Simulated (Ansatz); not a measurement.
# Run report: ZrH2Cl3F, nudged elastic band

The run: nudged elastic band of ZrH2Cl3F. Method and program: RKS B3LYP/def2-SVP (Ansatz 0.2.0).

It belongs to a series of runs on one base structure; here: band between the two ends. Figures and captions count atoms from 1; the log counts them from 0 in places.

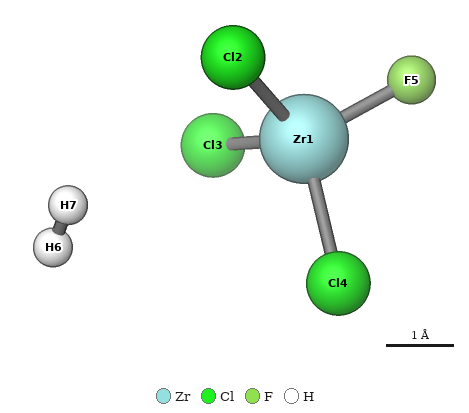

**Figure 1.** The structure as given in the input (ball-and-stick view, seen at a tilt; atoms are numbered from 1 in the order of the input). Sticks mark near contacts. Bond lengths as drawn: Cl–Zr 2.34 to 2.35 Å, F–Zr 1.89 Å and H–H 0.76 Å.

### Input file
```yaml
crystal:
  periodic: [false, false, false]
  atoms:
    - { symbol: Zr, position_ang: [-0.24745, -0.412478, -0.164088] }
    - { symbol: Cl, position_ang: [-0.21096, -0.389349, 2.182226] }
    - { symbol: Cl, position_ang: [1.934599, -0.505942, -1.01591] }
    - { symbol: Cl, position_ang: [-1.361107, 1.481964, -0.980589] }
    - { symbol: F, position_ang: [-1.183087, -1.953469, -0.731396] }
    - { symbol: H, position_ang: [1.849603, 2.90907, 1.566852] }
    - { symbol: H, position_ang: [1.5388, 2.422704, 2.063506] }
basis:
  gaussian: { orbitals: def2-SVP }
hamiltonian:
  xc: b3lyp
neb:
  order_check: false
  images: 7
  f_tol: 0.05
  max_iterations: 60
  final_atoms:
    - { symbol: Zr, position_ang: [0.4094903, 0.1932734, -0.29664978] }
    - { symbol: Cl, position_ang: [-0.63313534, 0.91477689, 2.50480372] }
    - { symbol: Cl, position_ang: [1.74457764, -0.2450492, -2.17017171] }
    - { symbol: Cl, position_ang: [-1.3580312, 1.58346305, -1.01741614] }
    - { symbol: F, position_ang: [-0.01108015, -1.50721889, 0.43706454] }
    - { symbol: H, position_ang: [1.68468133, 1.1033561, 0.68739656] }
    - { symbol: H, position_ang: [0.48389542, 1.50989864, 2.7755738] }
  initial_path:
    images:
      - { positions_ang: [[-0.24745, -0.412478, -0.164088], [-0.21096, -0.389349, 2.182226], [1.934599, -0.505942, -1.01591], [-1.361107, 1.481964, -0.980589], [-1.183087, -1.953469, -0.731396], [1.849603, 2.90907, 1.566852], [1.5388, 2.422704, 2.063506]] }
      - { positions_ang: [[-0.18740262, -0.31205484, -0.11817908], [-0.14835619, -0.27499954, 2.3586906], [2.03974016, -0.38878168, -0.97638877], [-1.32222629, 1.61732678, -0.94955918], [-1.1253405, -1.87575788, -0.69351064], [1.67043788, 2.6082896, 1.33315018], [1.39354557, 2.17847756, 1.96639789]] }
      - { positions_ang: [[-0.12735523, -0.21163169, -0.07227016], [-0.08575238, -0.16065007, 2.53515519], [2.14488131, -0.27162136, -0.93686754], [-1.28334559, 1.75268956, -0.91852936], [-1.067594, -1.79804677, -0.65562528], [1.49127276, 2.3075092, 1.09944836], [1.24829114, 1.93425112, 1.86928978]] }
      - { positions_ang: [[-0.06730785, -0.11120853, -0.02636123], [-0.02314858, -0.04630061, 2.71161979], [2.25002247, -0.15446104, -0.8973463], [-1.24446488, 1.88805235, -0.88749955], [-1.0098475, -1.72033565, -0.61773992], [1.31210763, 2.00672881, 0.86574655], [1.1030367, 1.69002468, 1.77218167]] }
      - { positions_ang: [[-0.00726046, -0.01078538, 0.01954769], [0.03945523, 0.06804885, 2.88808439], [2.35516363, -0.03730072, -0.85782507], [-1.20558418, 2.02341513, -0.85646973], [-0.952101, -1.64262454, -0.57985456], [1.13294251, 1.70594841, 0.63204473], [0.95778227, 1.44579824, 1.67507355]] }
      - { positions_ang: [[0.09692723, 0.04022932, -0.05950168], [-0.12869241, 0.27973086, 2.79226422], [2.20251713, -0.08923784, -1.18591173], [-1.24369593, 1.91342711, -0.89670633], [-0.71684579, -1.60877312, -0.32562478], [1.27087721, 1.55530033, 0.64588269], [0.83931056, 1.46182334, 1.95019862]] }
      - { positions_ang: [[0.20111492, 0.09124401, -0.13855105], [-0.29684005, 0.49141287, 2.69644405], [2.04987063, -0.14117496, -1.51399839], [-1.28180769, 1.80343909, -0.93694293], [-0.48159058, -1.57492171, -0.07139501], [1.40881192, 1.40465225, 0.65972064], [0.72083884, 1.47784844, 2.22532368]] }
      - { positions_ang: [[0.30530261, 0.14225871, -0.21760041], [-0.4649877, 0.70309488, 2.60062389], [1.89722414, -0.19311208, -1.84208505], [-1.31991944, 1.69345107, -0.97717953], [-0.24633537, -1.5410703, 0.18283477], [1.54674662, 1.25400418, 0.6735586], [0.60236713, 1.49387354, 2.50044874]] }
      - { positions_ang: [[0.4094903, 0.1932734, -0.29664978], [-0.63313534, 0.91477689, 2.50480372], [1.74457764, -0.2450492, -2.17017171], [-1.3580312, 1.58346305, -1.01741614], [-0.01108015, -1.50721889, 0.43706454], [1.68468133, 1.1033561, 0.68739656], [0.48389542, 1.50989864, 2.7755738]] }
```

Machine: 2 threads of Arm Neoverse V2, 24 GiB of memory available, shared host.

Command:
```bash
ansatz run input.yaml --threads 2 --pin off --max-ram 3072MiB --backend cpu --events-out ev --progress --plain --runs-dir out
```

### What the program printed
```
Engine: ansatz 0.2.0, aarch64-unknown-linux-gnu
Functional definition: B3LYP
  parameter a0 = 0.2
  parameter ax = 0.72
  parameter ac = 0.81
  exchange = (1 - a0 - ax)*slater_x + ax*b88_x + a0*exact_x
  correlation = (1 - ac)*vwn_rpa_c + ac*lyp_c
1106 factors; integrals over basis functions are off by at most 2.4e-4 eV
mean field evaluation 1: about -41590.6497 eV, gradient 4.1e1 eV
mean field evaluation 2: about -41564.4598 eV, gradient 1.3e2 eV
mean field evaluation 4: about -41593.8286 eV, gradient 4.3e0 eV
mean field evaluation 8: about -41593.8906 eV, gradient 3.2e-1 eV
mean field evaluation 16: about -41593.8909 eV, gradient 3.5e-5 eV
mean field -41593.89089363 eV, -1528.5472969891 hartree, gradient 3.5e-5 eV, S^2 0.000000; 0 other end points of the search recorded, 0 dependent functions left out
the calculation of the forces begins
reference -41593.89123792 eV, -1528.5473096415 hartree; 37, 37 occupied and 72, 72 virtual orbitals, 1106 factors
1113 factors; integrals over basis functions are off by at most 6.8e-4 eV
mean field evaluation 32: about -41592.1391 eV, gradient 2.4e-5 eV
mean field -41592.13908971 eV, -1528.4829193823 hartree, gradient 2.5e-5 eV, S^2 0.000000; 0 other end points of the search recorded, 0 dependent functions left out
[... from here on the field's lines of each further geometry are left out, up to the last ...]
NEB iter   1: max|band force component| = 5.288e0 eV/Å  barrier→ = 2.8911 eV  barrier← = 1.1393 eV  Δτ_max = 0.2000 Å  (256 SCF iters)
NEB iter   2: max|band force component| = 3.528e0 eV/Å  barrier→ = 2.0666 eV  barrier← = 0.3148 eV  Δτ_max = 0.2000 Å  (229 SCF iters)
NEB iter   3: max|band force component| = 2.167e0 eV/Å  barrier→ = 1.9255 eV  barrier← = 0.1737 eV  Δτ_max = 0.2000 Å  (220 SCF iters)
NEB iter   4: max|band force component| = 1.934e0 eV/Å  barrier→ = 1.8363 eV  barrier← = 0.0845 eV  Δτ_max = 0.1963 Å  (225 SCF iters)
NEB iter   5: max|band force component| = 6.499e-1 eV/Å  barrier→ = 1.7814 eV  barrier← = 0.0296 eV  Δτ_max = 0.1980 Å  (218 SCF iters)
NEB iter   6: max|band force component| = 1.108e0 eV/Å  barrier→ = 1.7688 eV  barrier← = 0.0170 eV  Δτ_max = 0.0995 Å  (217 SCF iters)
NEB iter   7: max|band force component| = 8.616e-1 eV/Å  barrier→ = 1.7664 eV  barrier← = 0.0146 eV  Δτ_max = 0.1009 Å  (220 SCF iters)
NEB iter   8: max|band force component| = 5.075e-1 eV/Å  barrier→ = 1.7653 eV  barrier← = 0.0135 eV  Δτ_max = 0.0999 Å  (219 SCF iters)
NEB iter   9: max|band force component| = 3.386e-1 eV/Å  barrier→ = 1.7648 eV  barrier← = 0.0130 eV  CI = image 7  Δτ_max = 0.0999 Å  (212 SCF iters)
NEB iter  10: max|band force component| = 2.023e-1 eV/Å  barrier→ = 1.7678 eV  barrier← = 0.0160 eV  CI = image 7  Δτ_max = 0.0998 Å  (220 SCF iters)
NEB iter  11: max|band force component| = 2.589e-1 eV/Å  barrier→ = 1.7664 eV  barrier← = 0.0146 eV  CI = image 7  Δτ_max = 0.0499 Å  (220 SCF iters)
NEB iter  12: max|band force component| = 1.157e-1 eV/Å  barrier→ = 1.7662 eV  barrier← = 0.0144 eV  CI = image 7  Δτ_max = 0.0923 Å  (216 SCF iters)
NEB iter  13: max|band force component| = 7.689e-2 eV/Å  barrier→ = 1.7661 eV  barrier← = 0.0143 eV  CI = image 7  Δτ_max = 0.0892 Å  (195 SCF iters)
the calculation of the forces begins
reference -41592.32748600 eV, -1528.4898428182 hartree; 37, 37 occupied and 72, 72 virtual orbitals, 1108 factors
1111 factors; integrals over basis functions are off by at most 1.2e-3 eV
mean field -41592.12476236 eV, -1528.4823928621 hartree, gradient 1.8e-5 eV, S^2 0.000000; 1 other end points of the search recorded, 0 dependent functions left out
the calculation of the forces begins
reference -41592.12509594 eV, -1528.4824051209 hartree; 37, 37 occupied and 72, 72 virtual orbitals, 1111 factors
NEB iter  14: max|band force component| = 2.475e-2 eV/Å  barrier→ = 1.7661 eV  barrier← = 0.0143 eV  CI = image 7  Δτ_max = 0.0000 Å  (397 SCF iters)
```

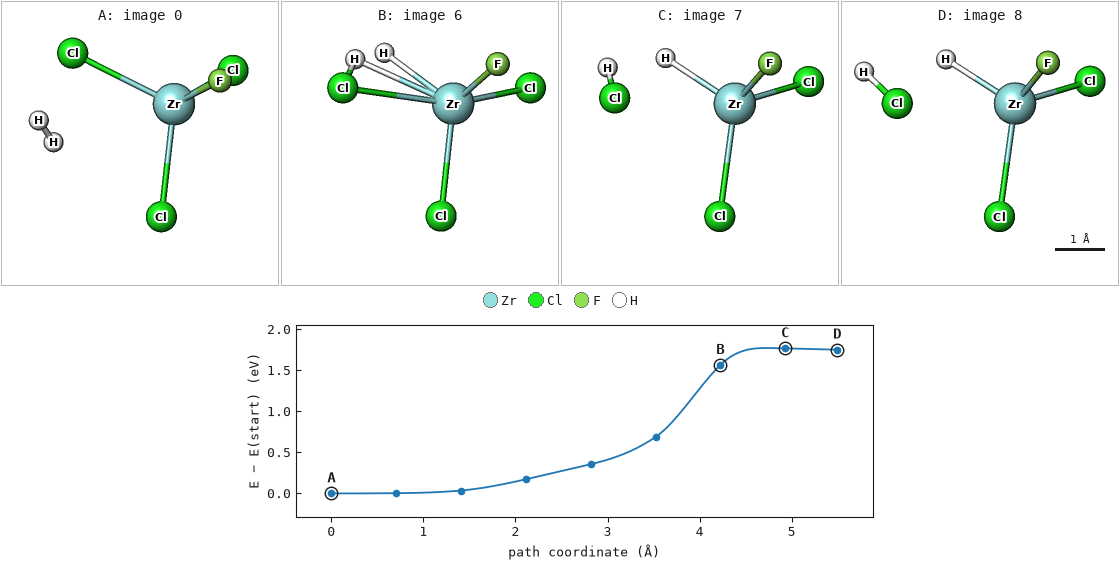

**Figure 2.** Images of the last band (counted from 0; ball-and-stick, seen at a tilt) above the energy along the path; the line is a cubic interpolation that uses the forces. The highest image is number 7, 1.766 eV above the start and 0.014 eV above the end (the climbing image); the end lies 1.752 eV above the start. The path is 5.49 Å long. The band converged in 14 iterations.

```
Total energy: -41592.12509594 eV, -1528.4824051209 hartree
Atom 0 at     0.364991     0.233510    -0.222416 Å, force     0.008214     0.015440    -0.003766 eV/Å
Atom 1 at    -0.631917     0.906877     2.558078 Å, force     0.020540     0.006652    -0.005122 eV/Å
Atom 2 at     1.808865    -0.109364    -2.031062 Å, force     0.001242    -0.001551    -0.000372 eV/Å
Atom 3 at    -1.347007     1.657401    -0.992940 Å, force    -0.002389     0.003033    -0.000431 eV/Å
Atom 4 at    -0.097373    -1.505619     0.373704 Å, force    -0.003626    -0.017481     0.004893 eV/Å
Atom 5 at     1.613153     1.088039     0.876340 Å, force    -0.007688     0.000135    -0.000172 eV/Å
Atom 6 at     0.609686     1.281655     2.358896 Å, force    -0.016293    -0.006228     0.004970 eV/Å
Dipole moment:     0.032524     0.142854     0.372262 e Å
this run last wrote the band of iteration 14 to [file]
```

### The last band as extended XYZ (Å, eV, eV/Å)
```
7
Properties=species:S:1:pos:R:3:forces:R:3 image=0 energy=-41593.89089
Zr   -0.2475   -0.4125   -0.1641   -0.0053  -0.0043   0.0091
Cl   -0.2110   -0.3893    2.1822    0.0018   0.0007  -0.0037
Cl    1.9346   -0.5059   -1.0159    0.0018  -0.0007  -0.0012
Cl   -1.3611    1.4820   -0.9806   -0.0006   0.0004  -0.0019
F    -1.1831   -1.9535   -0.7314    0.0018   0.0026  -0.0028
H     1.8496    2.9091    1.5669   -0.0114  -0.0175   0.0200
H     1.5388    2.4227    2.0635    0.0120   0.0188  -0.0194
7
Properties=species:S:1:pos:R:3:forces:R:3 image=1 energy=-41593.88803
Zr   -0.2451   -0.3263   -0.0732    0.0038   0.0067  -0.0130
Cl   -0.3496   -0.4298    2.2678    0.0002  -0.0039   0.0062
Cl    1.9796   -0.2349   -0.8136   -0.0095  -0.0048   0.0017
Cl   -1.4502    1.5227   -0.8668    0.0042  -0.0073   0.0025
F    -1.0356   -1.8946   -0.7694   -0.0043  -0.0046  -0.0036
H     1.9243    2.4970    1.2758    0.0029   0.0063   0.0066
H     1.4970    2.4185    1.8999    0.0027   0.0076  -0.0005
7
Properties=species:S:1:pos:R:3:forces:R:3 image=2 energy=-41593.85555
Zr   -0.2509   -0.1906   -0.0515   -0.0035  -0.0071  -0.0270
Cl   -0.4201   -0.1399    2.2901    0.0193  -0.0283   0.0013
Cl    1.9380    0.0307   -0.8787   -0.0138  -0.0313   0.0257
Cl   -1.6232    1.4668   -0.9820   -0.0010  -0.0052  -0.0014
F    -0.8777   -1.8805   -0.6082   -0.0424  -0.0279  -0.0334
H     2.0074    2.1293    1.2733    0.0211   0.0526   0.0153
H     1.5469    2.1367    1.8776    0.0204   0.0471   0.0195
7
Properties=species:S:1:pos:R:3:forces:R:3 image=3 energy=-41593.71812
Zr   -0.1630   -0.0113    0.0318   -0.0684  -0.0694  -0.0272
Cl   -0.5452    0.0709    2.3634    0.0597  -0.0654  -0.0209
Cl    1.9383    0.1775   -1.0287    0.0249  -0.0591   0.0645
Cl   -1.6164    1.5108   -0.9917   -0.0100   0.0011  -0.0026
F    -0.7093   -1.7548   -0.4208   -0.0922  -0.0211  -0.0709
H     1.9370    1.8038    1.1814    0.0508   0.1033   0.0108
H     1.4789    1.7557    1.7853    0.0352   0.1107   0.0464
7
Properties=species:S:1:pos:R:3:forces:R:3 image=4 energy=-41593.53531
Zr   -0.0548    0.1596    0.1039   -0.0431  -0.0317   0.0034
Cl   -0.7180    0.2858    2.3965    0.0208  -0.0862  -0.0001
Cl    1.9324    0.2921   -1.2066    0.0328  -0.0269   0.1306
Cl   -1.5401    1.5900   -0.9954   -0.0161  -0.0244  -0.0044
F    -0.5295   -1.6268   -0.2474   -0.1191  -0.0165  -0.0900
H     1.8581    1.4446    1.1387    0.0389   0.0845  -0.0174
H     1.3723    1.4071    1.7309    0.0858   0.1012  -0.0220
7
Properties=species:S:1:pos:R:3:forces:R:3 image=5 energy=-41593.20382
Zr    0.0530    0.2536    0.0868   -0.2472  -0.0464   0.1616
Cl   -0.7838    0.6128    2.3590   -0.1465  -0.1283  -0.1060
Cl    1.8580    0.2372   -1.4896    0.0272   0.1293   0.4197
Cl   -1.4308    1.6593   -1.0457   -0.1055  -0.0850  -0.0827
F    -0.3046   -1.5933    0.0442   -0.1982  -0.0792  -0.1521
H     1.7439    1.2059    1.2053    0.2356   0.1039  -0.0144
H     1.1847    1.1770    1.7606    0.4346   0.1055  -0.2262
7
Properties=species:S:1:pos:R:3:forces:R:3 image=6 energy=-41592.32715
Zr    0.2496    0.2798   -0.0416   -0.2151   0.0652   0.3498
Cl   -0.6413    0.8179    2.4424    0.0336  -0.0699  -0.2119
Cl    1.8022    0.0120   -1.8206   -0.0629   0.1302   0.3880
Cl   -1.3244    1.7171   -1.0115   -0.0505  -0.0483  -0.0630
F    -0.1950   -1.5287    0.2461   -0.1014  -0.0871  -0.0919
H     1.5726    1.1189    1.1838   -0.0942   0.1410   0.4982
H     0.8567    1.1355    1.9220    0.4904  -0.1310  -0.8692
7
Properties=species:S:1:pos:R:3:forces:R:3 image=7 energy=-41592.12476
Zr    0.3650    0.2335   -0.2224    0.0082   0.0154  -0.0038
Cl   -0.6319    0.9069    2.5581    0.0205   0.0067  -0.0051
Cl    1.8089   -0.1094   -2.0311    0.0012  -0.0016  -0.0004
Cl   -1.3470    1.6574   -0.9929   -0.0024   0.0030  -0.0004
F    -0.0974   -1.5056    0.3737   -0.0036  -0.0175   0.0049
H     1.6132    1.0880    0.8763   -0.0077   0.0001  -0.0002
H     0.6097    1.2817    2.3589   -0.0163  -0.0062   0.0050
7
Properties=species:S:1:pos:R:3:forces:R:3 image=8 energy=-41592.13909
Zr    0.4095    0.1933   -0.2967    0.0003   0.0013  -0.0113
Cl   -0.6331    0.9148    2.5048   -0.0062  -0.0048  -0.0025
Cl    1.7446   -0.2450   -2.1702   -0.0011   0.0001   0.0047
Cl   -1.3580    1.5835   -1.0174    0.0017  -0.0037   0.0027
F    -0.0111   -1.5072    0.4371   -0.0020  -0.0005  -0.0018
H     1.6847    1.1034    0.6874   -0.0032   0.0003   0.0048
H     0.4839    1.5099    2.7756    0.0106   0.0073   0.0035
```

### Summary

```csv
quantity,value
outcome,converged
"barrier, forward",1.766 eV
"barrier, backward",0.014 eV
wall time,5.5 min (CPU time 11 min)
peak memory,0.27 GiB
```

### Remarks

The order of the saddle point was not checked.
